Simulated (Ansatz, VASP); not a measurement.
## KTaO3: VASP beside Ansatz

Wanted: the spread between two codes on one cell, functional and k mesh.

Main program and level: Ansatz 0.2.0; plane waves, with VASP 6.6.1 beside it; band structure at LDA, band structure at PBE and band structure at PBE, spin-orbit coupling.

## 1. Set-up

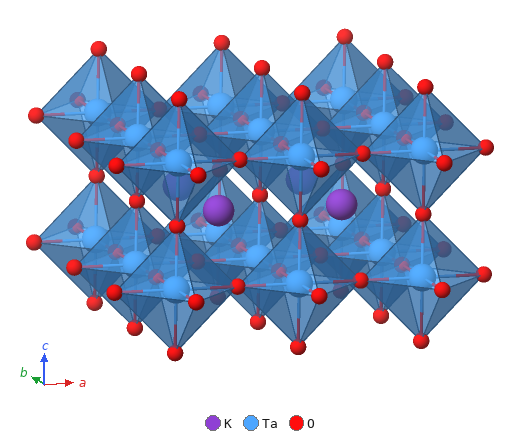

Start, viewed slightly off an axis; potassium purple, tantalum blue, oxygen red. 2×2×1 cells are drawn. Some periodic images of atoms are drawn too.

## 2. VASP: band structure, LDA

Levels along a path test the potential and the projectors away from the mesh points.

Lines of VASP's logs that name or quote its potential files are left out, and so is its time.

INCAR reads:

```
SYSTEM = KTaO3
PREC = Accurate
ENCUT = 520
EDIFF = 1E-06
NELM = 100
ISMEAR = 0
SIGMA = 0.02
LREAL = .FALSE.
ALGO = Normal
GGA = CA
NBANDS = 34
LORBIT = 11
LWAVE = .FALSE.
LCHARG = .FALSE.
KPAR = 8
```

POSCAR reads:

```
KTaO3
1.0
    3.9883000000      0.0000000000      0.0000000000
    0.0000000000      3.9883000000      0.0000000000
    0.0000000000      0.0000000000      3.9883000000
K Ta O
1 1 3
Direct
    0.5000000000      0.5000000000      0.5000000000
    0.0000000000      0.0000000000      0.0000000000
    0.5000000000      0.0000000000      0.0000000000
    0.0000000000      0.5000000000      0.0000000000
    0.0000000000      0.0000000000      0.5000000000
```

KPOINTS reads:

```
Automatic mesh
0
Gamma
4 4 4
0 0 0
```

KPOINTS_OPT reads:

```
Line mode
16
Line-mode
Reciprocal
  0.00000000   0.00000000   0.00000000 GAMMA
  0.00000000   0.50000000   0.00000000 X

  0.00000000   0.50000000   0.00000000 X
  0.50000000   0.50000000   0.00000000 M

  0.50000000   0.50000000   0.00000000 M
  0.00000000   0.00000000   0.00000000 GAMMA

  0.00000000   0.00000000   0.00000000 GAMMA
  0.50000000   0.50000000   0.50000000 R

  0.50000000   0.50000000   0.50000000 R
  0.00000000   0.50000000   0.00000000 X

  0.50000000   0.50000000   0.00000000 M
  0.50000000   0.50000000   0.50000000 R
```

The projector-augmented-wave data sets are K_sv, Ta_pv and O (PBE family, release 64).

Run with:

```console
> mpirun -np 8 vasp_std
```

Numbers of over 12 decimals in the logs are rounded to 6 here.

The log of the run:

```text
[banner, memory and clock lines left out]
running    8 mpi-ranks, on    1 nodes
 distrk:  each k-point on    1 cores,    8 groups
 distr:  one band on    1 cores,    1 groups

 POSCAR found type information on POSCAR K TaO
 POSCAR found :  3 types and       5 ions
|                                                                             |
|           W    W    AA    RRRRR   N    N  II  N    N   GGGG   !!!           |
|           W    W   A  A   R    R  NN   N  II  NN   N  G    G  !!!           |
|           W    W  A    A  R    R  N N  N  II  N N  N  G       !!!           |
|           W WW W  AAAAAA  RRRRR   N  N N  II  N  N N  G  GGG   !            |
|           WW  WW  A    A  R   R   N   NN  II  N   NN  G    G                |
|           W    W  A    A  R    R  N    N  II  N    N   GGGG   !!!           |
|                                                                             |
|     For optimal performance we recommend to set                             |
|       NCORE = 2 up to number-of-cores-per-socket                            |
|     NCORE specifies how many cores store one orbital (NPAR=cpu/NCORE).      |
|     This setting can greatly improve the performance of VASP for DFT.       |
|     The default, NCORE=1 might be grossly inefficient on modern             |
|     multi-core architectures or massively parallel machines. Do your        |
|     Unfortunately you need to use the default for GW and RPA                |
|     calculations (for HF NCORE is supported but not extensively tested      |
|     yet).                                                                   |
|                                                                             |

|                                                                             |
|               ----> ADVICE to this user running VASP <----                  |
|                                                                             |
|     You enforced a specific xc type in the INCAR file but a different       |
|     [... a line on the potential file left out ...]
|     I HOPE YOU KNOW WHAT YOU ARE DOING!                                     |
|                                                                             |

 LDA part: xc-table for (Slater(with rela. corr.)+CA(PZ))
 , standard interpolation
 POSCAR, INCAR and KPOINTS ok, starting setup
 FFT: planning ... GRIDC
 FFT: planning ... GRID_SOFT
 FFT: planning ... GRID
 WAVECAR not read
 entering main loop
       N       E                     dE             d eps       ncg     rms          rms(c)
DAV:   1     0.306183688813E+03    0.30618E+03   -0.19447E+04   680   0.111E+03
DAV:   2    -0.334183254684E+02   -0.33960E+03   -0.32371E+03   776   0.340E+02
DAV:   3    -0.524009482374E+02   -0.18983E+02   -0.18795E+02   884   0.772E+01
DAV:   4    -0.531467400537E+02   -0.74579E+00   -0.74288E+00  1002   0.966E+00
DAV:   5    -0.531546340699E+02   -0.78940E-02   -0.78937E-02   818   0.918E-01    0.342E+01
DAV:   6    -0.455406092680E+02    0.76140E+01   -0.17752E+01   756   0.304E+01    0.132E+01
DAV:   7    -0.452653093666E+02    0.27530E+00   -0.14739E+00   826   0.697E+00    0.983E+00
DAV:   8    -0.451832814464E+02    0.82028E-01   -0.49890E-01   804   0.460E+00    0.343E+00
DAV:   9    -0.451524067980E+02    0.30875E-01   -0.54091E-02   792   0.157E+00    0.250E-01
DAV:  10    -0.451510633543E+02    0.13434E-02   -0.10664E-02   886   0.585E-01    0.127E-01
DAV:  11    -0.451509012212E+02    0.16213E-03   -0.78604E-04   826   0.152E-01    0.560E-02
DAV:  12    -0.451508998533E+02    0.13679E-05   -0.22058E-05   838   0.336E-02    0.374E-02
DAV:  13    -0.451508955798E+02    0.42735E-05   -0.16248E-05   798   0.225E-02    0.281E-03
DAV:  14    -0.451508956139E+02   -0.34062E-07   -0.21075E-07   432   0.287E-03
   1 F= -.45150896E+02 E0= -.45150896E+02  d E =-.200954E-33
 Start KPOINTS_OPT (optional k-point list driver)
k-point batch [1-10\96]
       N       E                     dE             ncg
DAV:   1    -0.528811882464E+03   -0.27365E+04      680
DAV:   2    -0.377427062172E+04   -0.32455E+04      808
DAV:   3    -0.395587355658E+04   -0.18160E+03      840
DAV:   4    -0.396349494767E+04   -0.76214E+01      934
DAV:   5    -0.396355814141E+04   -0.63194E-01      818
DAV:   6    -0.396355967790E+04   -0.15365E-02      980
DAV:   7    -0.396355968533E+04   -0.74319E-05      774
DAV:   8    -0.396355968547E+04   -0.14632E-06      606
[...]
k-point batch [91-96\96]
       N       E                     dE             ncg
DAV:   1     0.503098638816E+04   -0.92925E+04      408
DAV:   2     0.300454081073E+04   -0.20264E+04      460
DAV:   3     0.289292145558E+04   -0.11162E+03      592
DAV:   4     0.289035358035E+04   -0.25679E+01      528
DAV:   5     0.289032033012E+04   -0.33250E-01      536
DAV:   6     0.289031967606E+04   -0.65406E-03      514
DAV:   7     0.289031967146E+04   -0.46045E-05      552
DAV:   8     0.289031967134E+04   -0.12013E-06      366
```

OUTCAR, selected parts (step 2):

```text
ion  position               nearest neighbor table
   1  0.500  0.500  0.500-   3 2.82   4 2.82   5 2.82   3 2.82   4 2.82   3 2.82   5 2.82   3 2.82
                             4 2.82   5 2.82   4 2.82   5 2.82   2 3.45   2 3.45   2 3.45   2 3.45
   2  0.000  0.000  0.000-   3 1.99   4 1.99   5 1.99   5 1.99   4 1.99   3 1.99   1 3.45   1 3.45
                             1 3.45   1 3.45   1 3.45   1 3.45   1 3.45   1 3.45
   3  0.500  0.000  0.000-   2 1.99   2 1.99   1 2.82   1 2.82   1 2.82   1 2.82
   4  0.000  0.500  0.000-   2 1.99   2 1.99   1 2.82   1 2.82   1 2.82   1 2.82
   5  0.000  0.000  0.500-   2 1.99   2 1.99   1 2.82   1 2.82   1 2.82   1 2.82

  LATTYP: Found a simple cubic cell.
 ALAT       =     3.9883000000

 Subroutine GETGRP returns: Found 48 space group operations
 (whereof 48 operations were pure point group operations)

The static configuration has the point symmetry O_h .

 Found     10 irreducible k-points:

   k-points           NKPTS =     10   k-points in BZ     NKDIM =     10   number of bands    NBANDS=     34

   dimension x,y,z NGX =    30 NGY =   30 NGZ =   30
   dimension x,y,z NGXF=    60 NGYF=   60 NGZF=   60

   ENCUT  =  520.0 eV  38.22 Ry    6.18 a.u.   7.42  7.42  7.42*2*pi/ulx,y,z

   NELECT =      38.0000    total number of electrons

 k-points in reciprocal lattice and weights: Automatic mesh
   0.00000000  0.00000000  0.00000000       0.016
   0.25000000  0.00000000  0.00000000       0.094
   0.50000000  0.00000000  0.00000000       0.047
   0.25000000  0.25000000  0.00000000       0.188
   0.50000000  0.25000000  0.00000000       0.188
   0.50000000  0.50000000  0.00000000       0.047
   0.25000000  0.25000000  0.25000000       0.125
   0.50000000  0.25000000  0.25000000       0.188
   0.50000000  0.50000000  0.25000000       0.094
   0.50000000  0.50000000  0.50000000       0.016

 average (electrostatic) potential at core
       1 -32.5135       2 -40.5244       3 -71.7848       4 -71.7848       5 -71.7848

 E-fermi :   1.6036

 k-point     1 :       0.0000    0.0000    0.0000
  band No.  band energies     occupation
    ...
     15       0.3583      2.00000
     16       0.3583      2.00000
     17       0.8155      2.00000
     18       0.8155      2.00000
     19       0.8155      2.00000
     20       3.4452      0.00000
     21       3.4452      0.00000
     22       3.4452      0.00000
     23       7.8091      0.00000
     24       8.1978      0.00000
    ...

 k-point     2 :       0.2500    0.0000    0.0000
  band No.  band energies     occupation
    ...
     15      -0.3999      2.00000
     16      -0.2656      2.00000
     17       0.1034      2.00000
     18       0.6503      2.00000
     19       0.6503      2.00000
     20       3.5260      0.00000
     21       4.9871      0.00000
     22       4.9871      0.00000
     23       8.2222      0.00000
     24       8.7055      0.00000
    ...

 k-point     3 :       0.5000    0.0000    0.0000
  band No.  band energies     occupation
    ...
     15      -0.9056      2.00000
     16      -0.7536      2.00000
     17      -0.1295      2.00000
     18       0.5843      2.00000
     19       0.5843      2.00000
     20       3.6105      0.00000
     21       6.3659      0.00000
     22       6.3659      0.00000
     23       8.2377      0.00000
     24       9.8430      0.00000
    ...

  Total       -1.6003886     -1.6003886     -1.6003886     -0.0000000     -0.0000000      0.0000000
  in kB      -40.4177915    -40.4177915    -40.4177915     -0.0000000     -0.0000000      0.0000000
  external PRESSURE =     -40.4177915 kB  Pullay stress =       0.0000000 kB

  energy-cutoff  :      520.00
  volume of cell :       63.44
      direct lattice vectors                 reciprocal lattice vectors
     3.988300000  0.000000000  0.000000000     0.250733395  0.000000000  0.000000000
     0.000000000  3.988300000  0.000000000     0.000000000  0.250733395  0.000000000
     0.000000000  0.000000000  3.988300000     0.000000000  0.000000000  0.250733395

 POSITION                                       TOTAL-FORCE (eV/Angst)
 -----------------------------------------------------------------------------------
      1.99415      1.99415      1.99415         0.000000      0.000000      0.000000
      0.00000      0.00000      0.00000         0.000000      0.000000      0.000000
      1.99415      0.00000      0.00000         0.000000      0.000000      0.000000
      0.00000      1.99415      0.00000         0.000000      0.000000      0.000000
      0.00000      0.00000      1.99415         0.000000      0.000000      0.000000
 -----------------------------------------------------------------------------------
    total drift:                                0.000000     -0.000000      0.000000

  FREE ENERGIE OF THE ION-ELECTRON SYSTEM (eV)
  ---------------------------------------------------
  free  energy   TOTEN  =       -45.1508956139 eV

  energy  without entropy=      -45.1508956139  energy(sigma->0) =      -45.15089561

 total charge
# of ion       s       p       d       tot
------------------------------------------
    1        1.957   5.536   0.050   7.543
    2        0.342   6.361   2.081   8.784
    3        1.549   3.495   0.000   5.044
    4        1.549   3.495   0.000   5.044
    5        1.549   3.495   0.000   5.044
--------------------------------------------------
tot          6.946  22.381   2.131  31.458

[... 3 further parts left out ...]
```

The run ends at a pressure of -4.04 GPa.

## 3. Ansatz: band structure, LDA

Ansatz runs on its default PAW (the set named soft_2) files.

The same cell, functional (in two slightly different forms), mesh and smearing now go to Ansatz, which takes its cutoff from its data sets.

input.yaml reads:

```yaml
crystal:
  lattice:
    - [3.9883, 0.0, 0.0]
    - [0.0, 3.9883, 0.0]
    - [0.0, 0.0, 3.9883]
  atoms:
    - { symbol: K, position: [0.5, 0.5, 0.5] }
    - { symbol: Ta, position: [0.0, 0.0, 0.0] }
    - { symbol: O, position: [0.5, 0.0, 0.0] }
    - { symbol: O, position: [0.0, 0.5, 0.0] }
    - { symbol: O, position: [0.0, 0.0, 0.5] }
hamiltonian:
  xc: lda
  pseudopotentials: { kind: paw }
kpoints:
  mp_grid: { grid: [4, 4, 4] }
  band_path:
    path:
      - [0.0, 0.0, 0.0]
      - [0.0, 0.1, 0.0]
      - [0.0, 0.2, 0.0]
      - [0.0, 0.3, 0.0]
      - [0.0, 0.43333, 0.0]
      - [0.0, 0.5, 0.0]
      - [0.1, 0.5, 0.0]
      - [0.2, 0.5, 0.0]
      - [0.33333, 0.5, 0.0]
      - [0.43333, 0.5, 0.0]
      - [0.5, 0.5, 0.0]
      - [0.36667, 0.36667, 0.0]
      - [0.26667, 0.26667, 0.0]
      - [0.16667, 0.16667, 0.0]
      - [0.06667, 0.06667, 0.0]
      - [0.03333, 0.03333, 0.03333]
      - [0.13333, 0.13333, 0.13333]
      - [0.23333, 0.23333, 0.23333]
      - [0.33333, 0.33333, 0.33333]
      - [0.46667, 0.46667, 0.46667]
      - [0.5, 0.5, 0.5]
      - [0.46667, 0.5, 0.46667]
      - [0.36667, 0.5, 0.36667]
      - [0.23333, 0.5, 0.23333]
      - [0.13333, 0.5, 0.13333]
      - [0.03333, 0.5, 0.03333]
      - [0.5, 0.5, 0.03333]
      - [0.5, 0.5, 0.16667]
      - [0.5, 0.5, 0.26667]
      - [0.5, 0.5, 0.36667]
      - [0.5, 0.5, 0.5]
    npoints: 1
scf:
  occupations: { method: gaussian, width: 0.02 }
  n_extra_bands: 8
output:
  forces: true
  stress: true
  eigenvalues: true
  write_density: true
  write_potential: true
  elf: true
  volumetric_format: npy
```

Run with:

```console
> ansatz run input.yaml --threads 2 --pin off --max-ram 4608MiB --backend cpu --events-out ev --progress --plain --runs-dir out
```

The log of the run:

```text
scf.n_extra_bands = 8 over 20 filled bands (N_el = 40.0): the run solves 28 bands
Engine: ansatz 0.2.0, aarch64-unknown-linux-gnu
Pseudopotentials: kind: paw
Pseudopotential: K, paw, valence charge 9, recommended cutoff 420 eV (normal), K.paw.azcp
Pseudopotential: Ta, paw, valence charge 13, recommended cutoff 420 eV (normal), Ta.paw.azcp
Pseudopotential: O, paw, valence charge 6, recommended cutoff 420 eV (normal), O.paw.azcp
Functional definition: SPW92
  exchange = slater_x
  correlation = pw_c
Crystal: 5 atoms, lattice volume = 63.440 Å³
Basis set: ecut = 420 eV, 1237 PW (Γ)
Bands: 28, of which v1, the nominal top of the filled ones, is band 20 counted from 1 (19 counted from 0)
Symmetry: 48 space group operations
Space group: Pm-3m (ITA 221), of the structure as read, at distance tolerance 4.0e-5 Å
k-points: 10 of 64
Non-local potential: K, projectors of the file, l = 0: 3, l = 1: 2, l = 2: 2
Non-local potential: Ta, projectors of the file, l = 0: 3, l = 1: 2, l = 2: 2, l = 3: 1
Non-local potential: O, projectors of the file, l = 0: 2, l = 1: 2, l = 2: 1
PAW form: soft (Blöchl's): semilocal exchange-correlation on the pseudo side does not see the compensation charge
PAW frozen core: K, regenerated for the run's functional, and the local potential with it (the file was generated under x = pbe(κ = 0.804, μ = 0.219515), c = pbe(β = 0.066725))
PAW frozen core: Ta, regenerated for the run's functional, and the local potential with it (the file was generated under x = pbe(κ = 0.804, μ = 0.219515), c = pbe(β = 0.066725))
PAW frozen core: O, regenerated for the run's functional, and the local potential with it (the file was generated under x = pbe(κ = 0.804, μ = 0.219515), c = pbe(β = 0.066725))
PAW one-centre angular grid: K, 110 points (default); XC on 64 Gauss nodes
PAW one-centre angular grid: Ta, 590 points (default); XC on 64 Gauss nodes
PAW one-centre angular grid: O, 110 points (default); XC on 64 Gauss nodes
Initial density: superposition of atomic densities (neutral atoms: chi_scale 0, normalization atom), corrected by the library's trained network
Initial wavefunctions: pseudopotential atomic-orbital guess
Functional: x = slater, c = lda
SCF iter   1: F=—  HF=-12851.019464 eV  |F-HF|=—  |Δ(HF+E_count)|=         —  Δρ=1.90e-2  dr2=2.14e-1  ethr=1.77e-3  ⟨swp⟩=6.2  Hψ=1366  notcnv=0
preconditioner: auto → Resta (q_TF=auto, 2.526 Å⁻¹)  ε∞=4.2  [insulator: Δε(μ)=1.741 eV  Ē_g=14.301 eV  σ=0.020 eV  W_gap=1.00  n_scr=18 (ndim 8)  ℏωp=25.5 eV  f_vac=0.012  D(μ)=0.00/eV (n_scr^D=0)  ε∞_Penn≈4.2]
SCF iter   2: F=—  HF=-12850.973274 eV  |F-HF|=—  |Δ(HF+E_count)|=   4.62e-2  Δρ=6.83e-3  dr2=1.63e-2  ethr=5.36e-4  ⟨swp⟩=2.0  Hψ=500  notcnv=0  defer=27
SCF iter   3: F=—  HF=-12850.969090 eV  |F-HF|=—  |Δ(HF+E_count)|=   4.18e-3  Δρ=2.51e-3  dr2=2.31e-3  ethr=4.08e-5  ⟨swp⟩=2.0  Hψ=428  notcnv=0  defer=31
SCF iter   4: F=—  HF=-12850.968428 eV  |F-HF|=—  |Δ(HF+E_count)|=   6.62e-4  Δρ=3.24e-4  dr2=4.67e-5  ethr=5.79e-6  ⟨swp⟩=2.8  Hψ=441  notcnv=0  defer=31
SCF iter   5: F=—  HF=-12850.968429 eV  |F-HF|=—  |Δ(HF+E_count)|=   1.18e-6  Δρ=4.56e-5  dr2=1.92e-6  ethr=1.17e-7  ⟨swp⟩=1.2  Hψ=251  notcnv=0  defer=31
SCF iter   6: F=—  HF=-12850.968430 eV  |F-HF|=—  |Δ(HF+E_count)|=   2.75e-7  Δρ=1.25e-5  dr2=1.29e-7  ethr=4.79e-9  ⟨swp⟩=2.2  Hψ=359  notcnv=0  defer=31
SCF iter   7: F=-12850.968430 eV  HF=-12850.968430 eV  |F-HF|=8.37e-11  |Δ(HF+E_count)|=   6.83e-9  Δρ=1.97e-6  dr2=2.22e-9  ethr=2.50e-10  ⟨swp⟩=11.7  Hψ=1719  notcnv=0
SCF 1 converged in 7 iterations: F = -12850.968430 eV  dr2 = 2.22e-9
  greatest PAW one-centre occupation: 1.000 electrons in one spin orbital (limit 2), on the Ta atom at site 1 (counted from 0), in its partial waves of l = 0
NSCF: frozen V_eff on 31 k-points
SCF converged after 7 iterations
Free energy (F): -12850.968430 eV
Harris-Foulkes:  -12850.968430 eV  (|F-HF|=8.37e-11)
Internal energy: -12850.968430 eV  (E = F + TS)
E sigma→0 (E₀):  -12850.968430 eV
Fermi energy:    9.430244 eV
--- Per-component energies (eV) ---
  E_band       = -263.915432
  E_kinetic    = 1140.536981
  E_local      = -2227.745596  (includes V_loc(G=0)·N_el)
  E_nonlocal   = 184.653696
  E_hartree    = 772.474113
  E_xc         = -567.282415
  E_vxc        = -647.263734  (∫ρ·V_xc dr)
  E_paw        = -9333.082542  (= ΣΔE_a)
  E_vpaw       = -259.052633  (= ΣTr[D̂ρ^β])
  E_aug_tail   = 0.007550  (compensation charges beyond the density's cutoff)
  E_ewald      = -2821.337382
  E_core_change = 0.807167  (= ΣΔE_core)
  E_smearing   = -0.000000  (= −TS)
  E_closure    = 0.000000  (closes the sum)
  Σ components = -12850.968430   (vs F -12850.968430, Δ=0.00e0)
--- Forces (eV/Å), atoms counted from 1 ---
  atom   1  K      0.00000000    -0.00000000     0.00000000
  atom   2  Ta     0.00000000     0.00000000     0.00000000
  atom   3  O      0.00000000    -0.00000000     0.00000000
  atom   4  O      0.00000000     0.00000000    -0.00000000
  atom   5  O      0.00000000     0.00000000     0.00000000
  max |Σ_I F_I| component: 2.36e-29 eV/Å
--- Stress (GPa, compression-positive) ---
       -5.586033       0.000000       0.000000
       -0.000000      -5.586033       0.000000
       -0.000000       0.000000      -5.586033
  P = ⅓ Tr σ = -5.5860 GPa (-55.860 kbar)
--- Band table (eV; the first three rows and the last of 10) ---
  k-point 0: bands = [... 16 lower, 7.3342, 7.7861, 7.7861, 7.7861, 10.4572, 10.4572, 10.4572, 14.7749, ... 4 higher]
  k-point 1: bands = [... 16 lower, 6.7133, 7.0812, 7.6223, 7.6223, 10.5372, 11.9840, 11.9840, 15.2194, ... 4 higher]
  k-point 2: bands = [... 16 lower, 6.2265, 6.8497, 7.5560, 7.5560, 10.6209, 13.3553, 13.3553, 15.2353, ... 4 higher]
  k-point 9: bands = [... 16 lower, 4.4657, 8.4033, 8.4033, 8.4033, 14.8163, 14.8163, 14.8163, 17.1324, ... 4 higher]
```

Wall time 2.1 s (2 threads of Arm Neoverse V1, shared host); peak memory 0.3 GiB.

[end of part 1 of 3]

[Lines on the potential files, build, host, timing and source positions are cut from VASP's logs without a mark.]

[Logs are printed without paths, hosts, clocks, repeated set-up lines and the standing remarks that a program may print on its own settings, such as how far it seeks lower states.]

[Hosts, paths, dates, database ids (printed as entryN), source tags and the programs' standing remarks are cut or masked in the printed files.]
